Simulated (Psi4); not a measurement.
# AlNH3OF (SMILES [NH2][Al]([OH])[F]): BLYP/cc-pVDZ

What is the energy change on altering one bond length of AlNH3OF at BLYP/cc-pVDZ? 

The calculation is run with Psi4 1.11.

1 further run of the same task is left out (set aside as unsound or not needed).

**1. The structure to begin with**

AlNH3OF has 7 atoms, charge 0, and is taken as a singlet. SMILES: `[NH2][Al]([OH])[F]`. The coordinates come from a PBE0-D4/def2-TZVP relaxation. This is one conformer, not always the lowest.

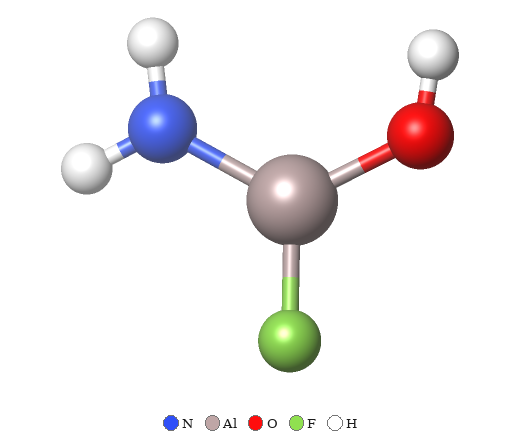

The structure, seen from a chosen angle (nitrogen blue, aluminium light grey, oxygen red, fluorine green, hydrogen white).

**2. The energy at BLYP/cc-pVDZ**

job.inp

```
memory 2200 mb

molecule m {
  0 1
  N     -1.07676595     1.75139817    -1.00306663
  Al    -0.25190049    -1.19052746     0.28686043
  O      2.58590123    -1.89766297     1.54768570
  F     -2.39163738    -3.44326997     0.27684488
  H     -2.78394453     2.13576847    -1.74818564
  H      0.05593589     3.27357257    -1.10870232
  H      3.97825144    -0.75778018     1.66201413
  units bohr
  symmetry c1
}

set globals {
  basis                cc-pVDZ
  puream               true
  e_convergence        1e-09
  d_convergence        1e-08
  scf_type             pk
  dft_radial_points    99
  dft_spherical_points 590
}

energy('blyp')
```

Command:

```bash
psi4 -i job.inp -o job.out -n 1
```

job.out:

```text
[...]
  Running in c1 symmetry.
[...]
  Nuclear repulsion =  160.681135616105109
[...]
  Multiplicity = 1
[...]
  Nalpha       = 20
  Nbeta        = 20
[...]
    Number of basis functions: 75
[...]
   @RKS iter   1:  -473.49044655841044   -5.52526e-02   1.74672e-02 DIIS/ADIIS
[...]
   @RKS iter  12:  -474.17062533525768   -1.53477e-12   2.86157e-09 DIIS
[...]
    Orbital Energies [Eh]
    ---------------------
    Doubly Occupied:
       1A    -55.469371     2A    -24.253826     3A    -18.773369
       4A    -13.995686     5A     -3.949081     6A     -2.561764
       7A     -2.558800     8A     -2.557085     9A     -1.020109
      10A     -0.878539    11A     -0.746285    12A     -0.448107
      13A     -0.426921    14A     -0.382302    15A     -0.347858
      16A     -0.324024    17A     -0.312938    18A     -0.275194
      19A     -0.263938    20A     -0.211639
[...]
  @RKS Final Energy:  -474.17062533525768
   => Energetics <=
    Nuclear Repulsion Energy =            160.6811356161051094
    One-Electron Energy =                -977.3070427880683155
    Two-Electron Energy =                 388.3475640547911212
    DFT Exchange-Correlation Energy =     -45.8922822180855547
    Empirical Dispersion Energy =           0.0000000000000000
    VV10 Nonlocal Energy =                  0.0000000000000000
    Total Energy =                       -474.1706253352576823
[...]
 Multipole Moments:
 ------------------------------------------------------------------------------------
     Multipole            Electronic (a.u.)      Nuclear  (a.u.)        Total (a.u.)
 ------------------------------------------------------------------------------------
 L = 1.  Multiply by 2.5417464519 to convert [e a0] to [Debye]
 Dipole X            :         -1.6423972            2.1020419            0.4596447
 Dipole Y            :         -3.9772774            5.2268855            1.2496081
 Dipole Z            :          0.7513260           -1.0084989           -0.2571729
 Magnitude           :                                                    1.3560721
[...]
```

It took 13 s on 1 thread of AMD EPYC 7R43 (Zen 3), shared host; peak memory 1 GiB.

**3. The distorted shape**

calc.py

```python
import psi4

psi4.set_memory('2200 MB')
psi4.set_num_threads(1)
psi4.set_output_file('psi4.out', False)

m = psi4.geometry("""
0 1
N     -0.43484110     2.42722471    -1.00006196
Al     0.39002435    -0.51470093     0.28986509
O      3.22782608    -1.22183644     1.55069036
F     -2.39163738    -3.44326997     0.27684488
H     -2.14201968     2.81159500    -1.74518097
H      0.69786074     3.94939910    -1.10569765
H      4.62017628    -0.08195364     1.66501879
units au
symmetry c1
no_reorient
no_com
""")

psi4.set_options(dict(puream=True, e_convergence=1e-09, d_convergence=1e-08, scf_type='pk', dft_radial_points=99, dft_spherical_points=590))

E, wfn = psi4.energy('blyp/cc-pVDZ', molecule=m, return_wfn=True)
psi4.oeprop(wfn, 'QUADRUPOLE', 'MAYER_INDICES', 'MULLIKEN_CHARGES')
print(f'total energy {E:.8f} hartree = {E * 27.211386:.5f} eV')
for k, v in sorted(psi4.core.scalar_variables().items()):
    print(f'{k:45s} {v:18.10f}')
```

Command:

```bash
python calc.py
```

psi4.out, shortened:

```text
[...]
  Running in c1 symmetry.
[...]
  Nuclear repulsion =  148.353462200496153
[...]
  Multiplicity = 1
[...]
  Nalpha       = 20
  Nbeta        = 20
[...]
    Number of basis functions: 75
[...]
   @RKS iter   1:  -473.43665000246824   -1.51870e-01   1.74317e-02 DIIS/ADIIS
[...]
   @RKS iter  12:  -474.12244899875344   -5.45697e-12   5.80261e-09 DIIS
[...]
  @RKS Final Energy:  -474.12244899875344
   => Energetics <=
    Nuclear Repulsion Energy =            148.3534622004961534
    One-Electron Energy =                -952.7039726172171186
    Two-Electron Energy =                 376.0197307841138468
    DFT Exchange-Correlation Energy =     -45.7916693661463867
    Empirical Dispersion Energy =           0.0000000000000000
    VV10 Nonlocal Energy =                  0.0000000000000000
    Total Energy =                       -474.1224489987534412
[...]
 Multipole Moments:
 ------------------------------------------------------------------------------------
     Multipole            Electronic (a.u.)      Nuclear  (a.u.)        Total (a.u.)
 ------------------------------------------------------------------------------------
 L = 1.  Multiply by 2.5417464519 to convert [e a0] to [Debye]
 Dipole X            :         -8.6447595            9.5003184            0.8555589
 Dipole Y            :         25.5066362          -23.7856199            1.7210163
 Dipole Z            :        -10.7528179           10.4790794           -0.2737385
 Magnitude           :                                                    1.9413426
 L = 2.  Multiply by 1.3450342976 to convert [e a0^2] to [Debye ang]
 Quadrupole XX       :       -184.5871914          164.5526950          -20.0344964
 Quadrupole XY       :        -30.0399057           28.9215767           -1.1183290
[...]
  Mulliken Charges: (a.u.)
   Center  Symbol    Alpha    Beta     Spin     Total
       1     N     3.60060  3.60060  0.00000 -0.20120
       2    AL     6.19476  6.19476  0.00000  0.61048
       3     O     4.17083  4.17083  0.00000 -0.34167
       4     F     4.69432  4.69432  0.00000 -0.38864
       5     H     0.45451  0.45451  0.00000  0.09098
       6     H     0.46101  0.46101  0.00000  0.07799
       7     H     0.42397  0.42397  0.00000  0.15206
   Total alpha = 20.00000, Total beta = 20.00000, Total charge = -0.00000
  Mayer Bond Indices:
[...]
```

On the terminal:

```text
total energy -474.12244900 hartree = -12901.52897 eV
CURRENT ENERGY                                   -474.1224489988
CURRENT REFERENCE ENERGY                         -474.1224489988
DD SOLVATION ENERGY                                 0.0000000000
DFT FUNCTIONAL TOTAL ENERGY                      -474.1224489988
DFT TOTAL ENERGY                                 -474.1224489988
DFT VV10 ENERGY                                     0.0000000000
DFT XC ENERGY                                     -45.7916693661
GRID ELECTRONS ALPHA                               20.0000004786
GRID ELECTRONS BETA                                20.0000004786
GRID ELECTRONS TOTAL                               40.0000009572
NUCLEAR REPULSION ENERGY                          148.3534622005
ONE-ELECTRON ENERGY                              -952.7039726172
PCM POLARIZATION ENERGY                             0.0000000000
PE ENERGY                                           0.0000000000
SCF ITERATION ENERGY                             -474.1224489988
SCF ITERATIONS                                     12.0000000000
SCF TOTAL ENERGY                                 -474.1224489988
TWO-ELECTRON ENERGY                               376.0197307841
XC GRID RADIAL POINTS                              99.0000000000
XC GRID SPHERICAL POINTS                          590.0000000000
XC GRID TOTAL POINTS                           391891.0000000000
```

Run time: 13 s. Hardware: 1 thread of AMD EPYC 7R43 (Zen 3), shared host; peak memory 1 GiB.

**4. Summary of results**

At BLYP/cc-pVDZ:

```
                                                          quantity          value
                                         first shape: total energy  -474.17063 Eh
                                        first shape: dipole moment         3.45 D
                                          first shape: HOMO energy       -5.76 eV
                                          first shape: LUMO energy       -0.93 eV
                                        first shape: HOMO–LUMO gap        4.83 eV
                                     distorted shape: total energy  -474.12245 Eh
                                    distorted shape: dipole moment         4.93 D
                                      distorted shape: HOMO energy       -6.16 eV
                                      distorted shape: LUMO energy       -1.91 eV
                                    distorted shape: HOMO–LUMO gap        4.25 eV
energy change with the Al2–F4 bond stretched from 1.644 to 2.137 Å       1.311 eV
```

With the Al2–F4 bond stretched from 1.644 to 2.137 Å the energy rises by 1.31 eV (126 kJ/mol). The first shape isn't relaxed at this level, so the change isn't measured from a minimum.
